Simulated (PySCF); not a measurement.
# C2H7ClGe (SMILES [CH3][GeH]([CH3])[Cl]): levels of theory compared

Aim: a comparison of 6 runs (HF/STO-3G, PBE/6-31G*, PBE0/def2-SVP, PBE/def2-SVPD, wB97X/def2-TZVP, B2PLYP/pcseg-2) of C2H7ClGe. 

Program for the calculation: PySCF 2.14.0.

## Step 1: The structure to begin with

The species is C2H7ClGe (11 atoms), meant as a singlet with charge 0. As SMILES, `[CH3][GeH]([CH3])[Cl]`. The shape is that of a PBE0-D4/def2-TZVP optimisation.

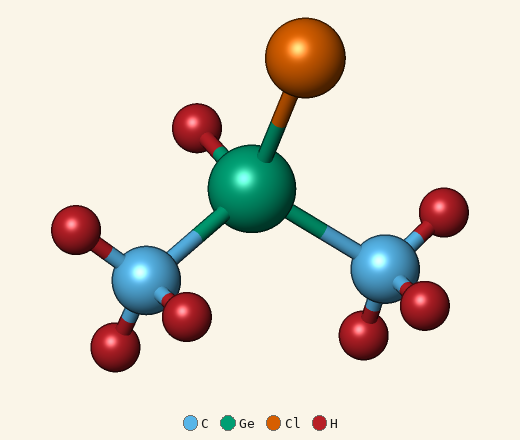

Viewed from a chosen angle; carbon blue, germanium teal, chlorine orange, hydrogen red.

## Step 2: Energy and forces at HF/STO-3G (run 1)

Contents of job.py:

```python
from pyscf import gto, scf

mol = gto.M(
    atom='''
C     -1.849475     2.515036    -0.292719
Ge    -0.819952    -1.006468    -0.181036
C      2.666026    -1.466805     0.872487
Cl    -1.090939    -2.436991    -4.021148
H     -0.583736     3.573661    -1.527277
H     -1.778799     3.333477     1.600220
H     -3.771515     2.670750    -1.016484
H     -2.657333    -2.632577     1.382713
H      3.916646    -0.391362    -0.362827
H      2.911690    -0.808047     2.812479
H      3.180976    -3.458388     0.772709
''',
    verbose=4,
    basis='sto-3g',
    max_memory=1860,
    unit='bohr',
    spin=0,
)

myscf = scf.RHF(mol)
myscf.conv_tol = 1e-10
myscf.kernel()
if not myscf.converged:
    myscf = myscf.newton().run(myscf.mo_coeff, myscf.mo_occ)

etot = myscf.e_tot
print('Final energy', etot)
grad = myscf.nuc_grad_method().kernel()
myscf.analyze()
```

The run is started by

```console
OMP_NUM_THREADS=1 python job.py
```

The program printed:

```text
PySCF version 2.14.0

[... 77 lines left out ...]
Total Energy =                       -2585.326698225253040
[... 8 lines left out ...]
MO #2   energy= -103.607251603955  occ= 2
[... 6 lines left out ...]
MO #9   energy= -10.301096337549   occ= 2
[... 6 lines left out ...]
MO #16  energy= -4.5742572498767   occ= 2
[... 6 lines left out ...]
MO #23  energy= -0.712123741149674 occ= 2
[... 6 lines left out ...]
MO #30  energy= -0.433486615542741 occ= 2
[... 6 lines left out ...]
MO #37  energy= 0.49267835951028   occ= 0
[... 6 lines left out ...]
MO #44  energy= 0.738220164211091  occ= 0
[... 58 lines left out ...]
Dipole moment(X, Y, Z, Debye):  0.37520,  1.32878,  3.08902
```

Wall time 6 s (1 thread of Intel Xeon Platinum 8259CL at 2.50GHz (Skylake/Cascade Lake), shared host); peak memory 0.12 GiB.

## Step 3: Energy and gradient at PBE/6-31G(d) (spherical functions) (run 2)

Contents of job.py:

```python
from pyscf import gto, dft

mol = gto.Mole()
mol.atom = '''
C   -0.978700   1.330900  -0.154900
Ge  -0.433900  -0.532600  -0.095800
C    1.410800  -0.776200   0.461700
Cl  -0.577300  -1.289600  -2.127900
H   -0.308900   1.891100  -0.808200
H   -0.941300   1.764000   0.846800
H   -1.995800   1.413300  -0.537900
H   -1.406200  -1.393100   0.731700
H    2.072600  -0.207100  -0.192000
H    1.540800  -0.427600   1.488300
H    1.683300  -1.830100   0.408900
'''
mol.verbose = 3
mol.charge = 0
mol.basis = '6-31g*'
mol.max_memory = 1860
mol.build()

myscf = dft.RKS(mol)
myscf.xc = 'pbe'
myscf.grids.level = 5
myscf.conv_tol = 1e-10
myscf.kernel()
if not myscf.converged:
    myscf = myscf.newton().run(myscf.mo_coeff, myscf.mo_occ)

energy = myscf.e_tot
print('E = %.10f Eh' % energy)
grad = myscf.nuc_grad_method().kernel()
myscf.analyze()
```

The run is started by

```console
OMP_NUM_THREADS=1 python job.py
```

The program printed:

```text
converged SCF energy = -2616.74690538959
[... 13 lines left out ...]
MO #4   energy= -43.8139955081618  occ= 2
[... 10 lines left out ...]
MO #15  energy= -4.21430500378775  occ= 2
[... 10 lines left out ...]
MO #26  energy= -0.381426964610892 occ= 2
[... 10 lines left out ...]
MO #37  energy= 0.0390471538393693 occ= 0
[... 10 lines left out ...]
MO #48  energy= 0.272568909386746  occ= 0
[... 10 lines left out ...]
MO #59  energy= 0.658821703201017  occ= 0
[... 10 lines left out ...]
MO #70  energy= 0.913846221036235  occ= 0
[... 10 lines left out ...]
MO #81  energy= 1.73422164241967   occ= 0
[... 10 lines left out ...]
MO #92  energy= 3.40696227796702   occ= 0
[... 12 lines left out ...]
Dipole moment(X, Y, Z, Debye):  0.72620,  1.52772,  2.40766
```

Run time: 56 s. Hardware: 1 thread of Intel Xeon Platinum 8259CL at 2.50GHz (Skylake/Cascade Lake), shared host; peak memory 0.9 GiB.

Runs 3 to 5 aren't shown in full; the table further down has their settings and results.

## Step 4: The energy at B2PLYP/pcseg-2 (run 6)

Contents of job.py:

```python
from pyscf import gto, dft, mp

mol = gto.M(
    atom='''
C       -0.978700       1.330900      -0.154900
Ge      -0.433900      -0.532600      -0.095800
C        1.410800      -0.776200       0.461700
Cl      -0.577300      -1.289600      -2.127900
H       -0.308900       1.891100      -0.808200
H       -0.941300       1.764000       0.846800
H       -1.995800       1.413300      -0.537900
H       -1.406200      -1.393100       0.731700
H        2.072600      -0.207100      -0.192000
H        1.540800      -0.427600       1.488300
H        1.683300      -1.830100       0.408900
''',
    max_memory=1860,
    charge=0,
    verbose=4,
    spin=0,
    basis='pcseg-2',
)

myscf = dft.RKS(mol)
myscf.xc = '0.53*HF + 0.47*B88, 0.73*LYP'
myscf.grids.level = 5
myscf.conv_tol = 1e-10
myscf.kernel()
if not myscf.converged:
    myscf = myscf.newton().run(myscf.mo_coeff, myscf.mo_occ)

pt = mp.MP2(myscf, frozen=16).run()
etot = myscf.e_tot + 0.27 * pt.e_corr
print('PT2 part  %.8f' % (0.27 * pt.e_corr))
print('E(%s) = %.9f' % ('B2PLYP', etot))
dip = myscf.dip_moment()
pop, q = myscf.mulliken_pop()
```

The run is started by

```console
OMP_NUM_THREADS=1 python job.py
```

The program printed:

```text
PySCF version 2.14.0

[... 81 lines left out ...]
converged SCF energy = -2616.92725435285
[... 10 lines left out ...]
Dipole moment(X, Y, Z, Debye):  0.63457,  1.40848,  2.35551
[... 247 lines left out ...]
charge of   10H =      0.03265
```

Run time: 11 min. Hardware: 1 thread of Intel Xeon Platinum 8259CL at 2.50GHz (Skylake/Cascade Lake), shared host; peak memory 1.8 GiB.

## Step 5: All runs side by side

| run | level | integration grid | task | energy (Eh) | dipole moment (D) | HOMO energy (eV) | LUMO energy (eV) | wall time |
| --- | --- | --- | --- | --- | --- | --- | --- | --- |
| 1 | HF/STO-3G | – | gradient | -2585.326698 | 3.38 | -9.55 | 8.92 | 6 s |
| 2 | PBE/6-31G* (spherical functions) | 5 | gradient | -2616.746905 | 2.94 | -6.74 | -0.23 | 56 s |
| 3 | PBE0/def2-SVP | 5 | gradient | -2616.709396 | 2.64 | -8.11 | 0.87 | 71 s |
| 4 | PBE/def2-SVPD | 5 | gradient | -2616.606364 | 2.74 | -7.03 | -0.63 | 1.8 min |
| 5 | wB97X/def2-TZVP | 5 | gradient | -2617.757178 | 2.74 | -10.67 | 2.65 | 6.2 min |
| 6 | B2PLYP/pcseg-2 | 5 | energy | -2617.167579 | 2.82 | -9.43 | 1.10 | 11 min |

## Step 6: Summary of results

```
                                  quantity           value
                       run 6: total energy  -2617.16758 Eh
           run 6: dipole moment (SCF part)          2.82 D
  run 6: HOMO energy (SCF part's orbitals)        -9.43 eV
  run 6: LUMO energy (SCF part's orbitals)         1.10 eV
run 6: HOMO–LUMO gap (SCF part's orbitals)        10.53 eV
```

**Reading.** The dipole moment (its size) runs from 2.64 D (PBE0/def2-SVP) to 3.38 D (HF/STO-3G). The two ends differ in method and basis. The HOMO–LUMO gap runs from 6.40 eV (PBE/def2-SVPD) to 18.47 eV (HF/STO-3G). Totals of different functionals can't be ranked against each other. In run 1 the basis is minimal, so the values are rough. All runs together took 21 min, the longest 11 min.
